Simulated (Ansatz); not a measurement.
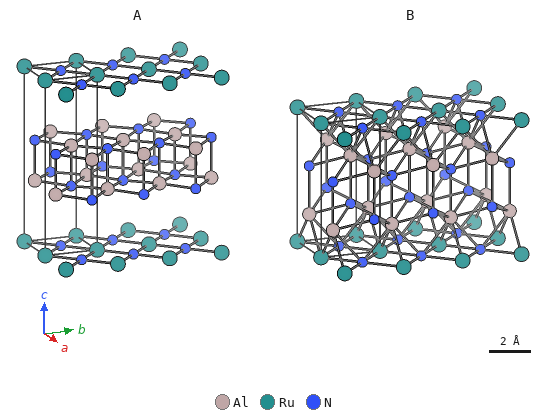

Two geometries of solid Al$_{2}$RuN$_{3}$ (a generated structure, set up in P-4m2) (coarse preliminary run), drawn at one scale. One is the start of a relaxation, the other its converged end. Style: ball-and-stick. Shown: the cell of the calculation, repeated 2 × 3 × 1 with one cell outlined, slightly off an axis.

These are results of DFT PBE, scalar-relativistic, plane waves, PAW in Ansatz, not measurements. (plane-wave cutoff 420 eV; k-point mesh 6 × 6 × 4; occupations gaussian; smearing width 0.1 eV; collinear spin; cell and atoms relaxed; force threshold 0.04 eV/Å; at most 70 steps)

Which of the two is the end point?

Answer. Structure A is the relaxed one. The largest moves relative to the cell, 1.14 Å, are those of Al atoms. Largest moves by element: Al 1.14 Å, N 0.03 Å. Ru stays in place. The drawn cell changes as follows: a = b 3.168 → 2.787 Å (−12.0 %), c 6.949 → 9.070 Å (+30.5 %); the volume changes by +1.1 %. Among the contacts that change: Al–Ru 2.417 → 3.786 Å, Al–N 2.417 → 3.786 Å, Al–N 2.500 → 2.093 Å, Al–N 2.377 → 1.972 Å. Among the angles between lasting bonds that change: N–Al–N 140.8° → 176.3°, Al–N–Al 140.8° → 176.3°, Al–N–Al 83.6° → 89.9°. The space group stays P-4m2 (No. 115). The energy falls by 7.324 eV per cell of the calculation in 13 accepted moves (16 points after the start). Largest force component: 4.8 eV/Å at the start, 0.005 eV/Å at the end. The pressure goes from −17.30 to 0.12 GPa. The SCF was repeated 3 times at an unchanged geometry on a basis and grid sized afresh for the cell, which shifted the energy by 82.4 meV per cell of the calculation at most. The program noted that the starting moments weren't kept. Cost: 2.4 min on 1 thread of Intel(R) Xeon(R) Gold 6455B (Sapphire Rapids), on a shared host, peak memory 0.46 GiB.
